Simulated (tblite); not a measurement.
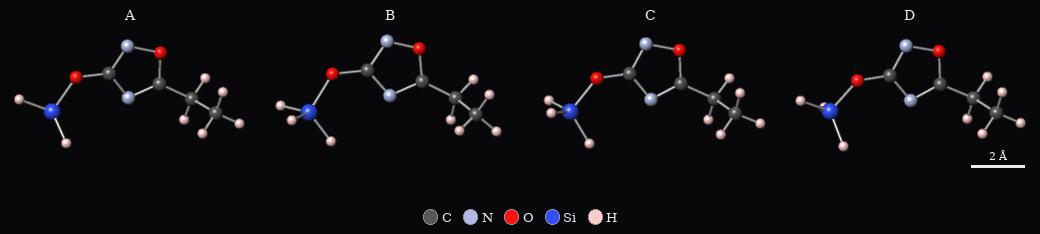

4 geometries from one relaxation of C4H8N2O2Si, in shuffled order. Style: ball-and-stick. Shown face on.

All numbers below come from GFN2-xTB geometry optimisation, gas phase in tblite. 

Put them in the order of the run, from the start to the converged end.

B, C, D, A. They are steps 0, 77, 102, 134, at +20.1 kcal/mol, +1.05 kcal/mol, +0.49 kcal/mol relative to the last. The atom that moves furthest after the best rigid fit is an H atom (1.35 Å). By element the largest moves are H 1.35 Å, N 0.45 Å, O 0.32 Å, C 0.24 Å, Si 0.12 Å. Near-neighbour distances that change, for instance: O–Si 1.733 → 1.653 Å, C–O 1.366 → 1.299 Å, N–O 1.303 → 1.365 Å, C–N 1.355 → 1.297 Å. Among the angles between lasting bonds that change: O–Si–H 106.8° → 96.9°, H–Si–H 106.1° → 114.6°, N–C–N 105.9° → 113.2°. Groups turn about O–Si by about 60°. Over 134 geometry steps the energy falls by 20.1 kcal/mol. Cost: 1.6 s on 1 thread of Arm Neoverse N1 (shared host).
